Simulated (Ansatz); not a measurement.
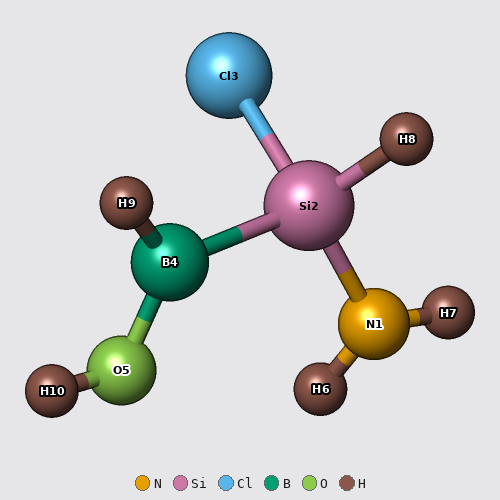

The system is BClH5NOSi, SMILES N[SiH](Cl)BO; the picture shows the reference structure. First axis: bond length O5–H10. Second axis: angle H10–O5–B4. Nothing is relaxed (all other coordinates rigid). Grid: 7 × 7 points. Energies are in kJ/mol, from the relaxed molecule at the same level. These are results of RKS PBE-D4/def2-TZVP (Ansatz), not measurements.

Its coordinates:

```csv
atom,x (Å),y (Å),z (Å)
N,-1.2436,-0.5145,-1.1117
Si,-0.4149,-0.7306,0.3792
Cl,0.9307,-2.3618,0.4370
B,0.7898,0.8515,0.7548
O,1.1310,1.6335,-0.3086
H,-0.7439,-0.0993,-1.8939
H,-1.9305,-1.1908,-1.4336
H,-1.4383,-1.0721,1.4112
H,1.2472,1.0877,1.8495
H,1.7556,2.3452,-0.0811
```

Range: bond length O5–H10 from 0.857 to 1.217 Å; angle H10–O5–B4 from 68.4 to 158.4°.

What landscape does the calculation give?

Answer. The lowest grid point is at bond length O5–H10 = 0.977 Å, angle H10–O5–B4 = 113.4°, 0 kJ/mol from the relaxed molecule at the same level. It is the only kind of minimum in the scanned range. The highest grid point, bond length O5–H10 = 0.857 Å, angle H10–O5–B4 = 68.4°, lies 179 kJ/mol above the lowest. Round the minimum the two coordinates are weakly coupled (coupling 0.06 in units of the two stiffnesses).

| angle H10–O5–B4 ↓, bond length O5–H10 → | 0.857 | 0.917 | 0.977 | 1.037 | 1.097 | 1.157 | 1.217 |
| --- | --- | --- | --- | --- | --- | --- | --- |
| 158.4 | 90 | 62 | 58 | 71 | 94 | 123 | 155 |
| 143.4 | 68 | 38 | 33 | 43 | 64 | 91 | 122 |
| 128.4 | 48 | 17 | 10 | 19 | 38 | 64 | 93 |
| 113.4 | 41 | 8 | 0 | 8 | 26 | 51 | 79 |
| 98.4 | 56 | 22 | 12 | 19 | 36 | 60 | 88 |
| 83.4 | 99 | 63 | 51 | 55 | 71 | 94 | 121 |
| 68.4 | 179 | 138 | 121 | 119 | 128 | 144 | 165 |

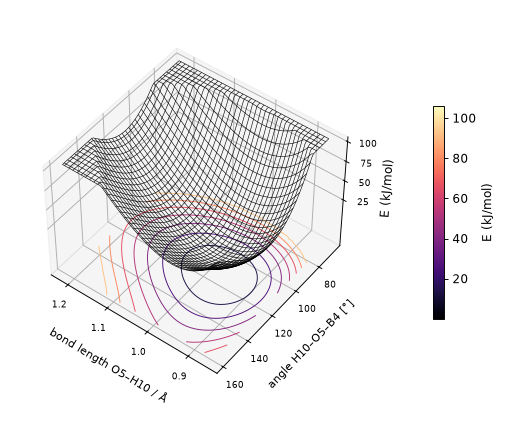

Drawn: a relief with its contours projected below, any walls above the top of the colour scale cut off. Between grid points the surface is interpolated.

The whole map (49 points run) took 7.8 min on 1 thread of Arm Neoverse V2, on a shared host.
